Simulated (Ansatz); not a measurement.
Consider ZnSiP2 in the chalcopyrite structure (space group I-42d, No. 122; a = 5.3064 Å, c = 10.3798 Å). Axes: x, y, z lie along a, b, c of the conventional cell.

Perturbation: biaxial strain −3.00 %, plane normal [001], relaxed out of plane (Cartesian); in-plane vectors clamped, the third vector and the atoms free.

All numbers come from LDA/PAW in Ansatz (a quantum-chemistry and plane-wave program), without spin-orbit coupling.

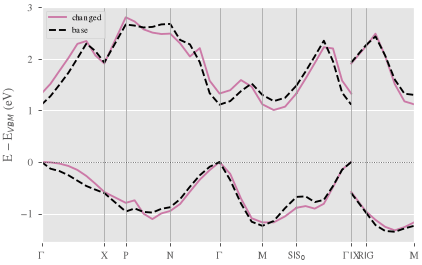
*Highest valence and lowest conduction band along the path, each from its own valence-band maximum*

**Question.** Read the changed gap and its character from the plot.

**Answer.** About 1.0 eV, indirect, Γ → M–S (33 % along).

No phonon test of stability was made.
